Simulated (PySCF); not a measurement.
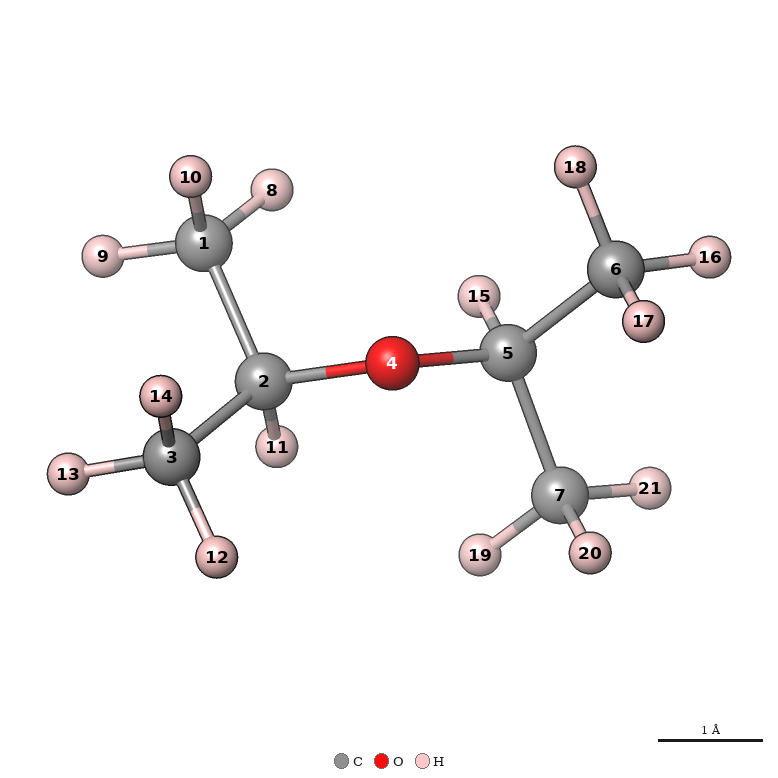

Orthographic view. Atoms fade into the background with distance from the viewer. The geometry was computed by an optimisation with PBE0-D3(BJ)/def2-SVP. No frequency run is at hand to confirm it as a minimum.

Write a MOL file (V2000) with the atoms in numerical order, bonds sorted by atom number with the orders drawn, and coordinates in the frame of the picture: x right, y up, z towards the viewer, origin at the mean position.

```
C6H14O
                    3D

 21 20  0  0  0  0  0  0  0  0999 V2000
   -1.7800    1.2000   -0.4700 C   0  0  0  0  0  0  0  0  0  0  0  0
   -1.2000   -0.1400   -0.0500 C   0  0  0  0  0  0  0  0  0  0  0  0
   -2.0900   -0.8800    0.9300 C   0  0  0  0  0  0  0  0  0  0  0  0
    0.0500    0.0300    0.5800 O   0  0  0  0  0  0  0  0  0  0  0  0
    1.1700    0.1300   -0.2700 C   0  0  0  0  0  0  0  0  0  0  0  0
    2.2200    0.9400    0.4700 C   0  0  0  0  0  0  0  0  0  0  0  0
    1.6800   -1.2500   -0.6600 C   0  0  0  0  0  0  0  0  0  0  0  0
   -1.1200    1.7100   -1.1800 H   0  0  0  0  0  0  0  0  0  0  0  0
   -2.7600    1.0700   -0.9600 H   0  0  0  0  0  0  0  0  0  0  0  0
   -1.9100    1.8400    0.4100 H   0  0  0  0  0  0  0  0  0  0  0  0
   -1.0700   -0.7800   -0.9500 H   0  0  0  0  0  0  0  0  0  0  0  0
   -1.6600   -1.8500    1.2000 H   0  0  0  0  0  0  0  0  0  0  0  0
   -3.1000   -1.0400    0.5100 H   0  0  0  0  0  0  0  0  0  0  0  0
   -2.2000   -0.2900    1.8600 H   0  0  0  0  0  0  0  0  0  0  0  0
    0.8900    0.6800   -1.1900 H   0  0  0  0  0  0  0  0  0  0  0  0
    3.1300    1.0600   -0.1300 H   0  0  0  0  0  0  0  0  0  0  0  0
    2.4900    0.4400    1.4100 H   0  0  0  0  0  0  0  0  0  0  0  0
    1.8300    1.9400    0.7200 H   0  0  0  0  0  0  0  0  0  0  0  0
    0.9000   -1.8300   -1.1800 H   0  0  0  0  0  0  0  0  0  0  0  0
    1.9700   -1.8100    0.2500 H   0  0  0  0  0  0  0  0  0  0  0  0
    2.5500   -1.1800   -1.3200 H   0  0  0  0  0  0  0  0  0  0  0  0
  1  2  1  0
  1  8  1  0
  1  9  1  0
  1 10  1  0
  2  3  1  0
  2  4  1  0
  2 11  1  0
  3 12  1  0
  3 13  1  0
  3 14  1  0
  4  5  1  0
  5  6  1  0
  5  7  1  0
  5 15  1  0
  6 16  1  0
  6 17  1  0
  6 18  1  0
  7 19  1  0
  7 20  1  0
  7 21  1  0
M  END
```
